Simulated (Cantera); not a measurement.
Input: 1 mol Al(CH3)3, 0.87 mol N2, equilibrated at 76.0 mbar.

Equilibrium computed with Cantera from the NASA thermochemical tables; the gas is ideal and each condensed phase is pure. Candidate condensed phases: Al, AlN, C, C6H6, C7H8, C8H18; 97 gas species. The feed counts by its element totals alone. Kinetics and transport are ignored.

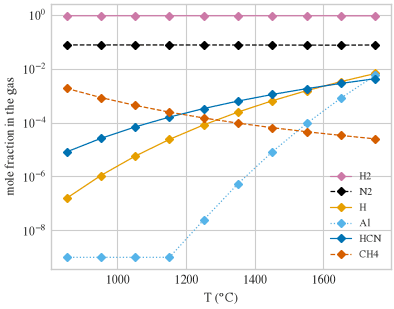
*Equilibrium gas composition (values under 1e-9 drawn at 1e-9)*

From 852 °C to 1752 °C the condensed part is AlN(s) + C(graphite).
